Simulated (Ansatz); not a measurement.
**WC (P-6m2): the Drude term of Re ε in the infrared**

Re ε of WC (P-6m2) along x at low photon energies is read from one computed spectrum; the carriers' damping was typed as γ = 0.1 eV. x, y and z are the Cartesian axes of the input cell.

It takes space group P-6m2 (No. 187, hexagonal). The conventional cell has a = 2.907 Å, b = 2.907 Å, c = 2.837 Å, α = 90.00°, β = 90.00°, γ = 120.00°. Around W on site a lie 6 C at 2.20 Å. C on site f is surrounded by 6 W at 2.20 Å.

Method: Ansatz 0.2.0, PBE, independent particles, k-mesh 18×18×16 with interpolation inside its cells, Gaussian parameter 0.15 eV.

Launch of the response step: `ansatz run input.yaml --threads 4 --pin off --max-ram 8192MiB --backend cpu --events-out ev --progress --plain --runs-dir out`. The run took 27 s, on 4 threads of AMD EPYC 9R45 96-Core Processor (Zen 5), with other jobs on the host.

```tsv
photon energy E (eV)	wavelength (µm)	Re ε
0.25	4.96	?
0.30	4.13	-79.2
0.35	3.54	-53.7
0.40	3.10	-36.4
0.50	2.48	-15.4
0.60	2.07	-3.6
0.70	1.77	3.7
```

A Drude term over a constant background gives Re ε = ε_b − ωp²/(E² + γ²), linear in 1/(E² + γ²).

Working, on the rows shown:

| x = 1/(E² + γ²) (eV⁻²) | y = Re ε |
| --- | --- |
| 10 | -79.2 |
| 7.54717 | -53.7 |
| 5.88235 | -36.4 |
| 3.84615 | -15.4 |
| 2.7027 | -3.6 |
| 2 | 3.7 |

Means: x̄ = 5.3297, ȳ = -30.767. Σ(x − x̄)(y − ȳ) = -489.1, Σ(x − x̄)² = 47.22. Slope = -489.1 / 47.22 = -10.36; intercept = ȳ − slope · x̄ = 24.434. The line misses the rows shown by at most 0.09.

Problem. Predict the last column of the withheld row from the fit.

Solution. At x = 13.793 the line gives y = -118.42. The run gave -118.7, so the extrapolation is off by 0.28, 0.2 % of the range in the table.

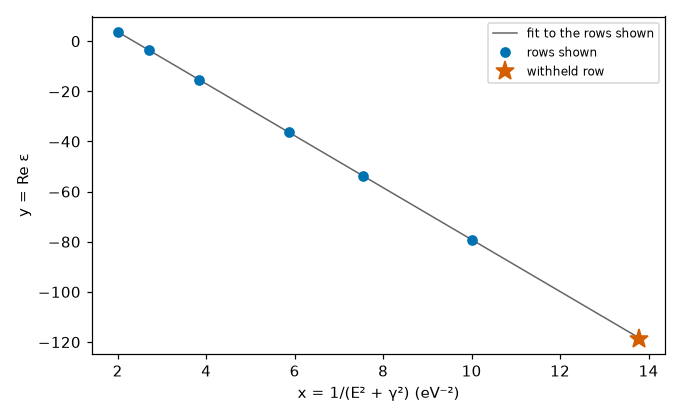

Refitted with all rows, the slope is -10.38 and the intercept 24.515. These give ωp = √(−slope) = 3.22 eV, against 3.25 eV from the program's Fermi-surface sum, and a background ε_b = 24.5 from interband transitions. The values come from a sum over the points of one k-mesh and carry its error, which is largest for Fermi-surface quantities. Spin-orbit coupling is left out.

[Logs are printed without paths, hosts, clocks, repeated set-up lines and the standing remarks that a program may print on its own settings, such as how far it seeks lower states.]
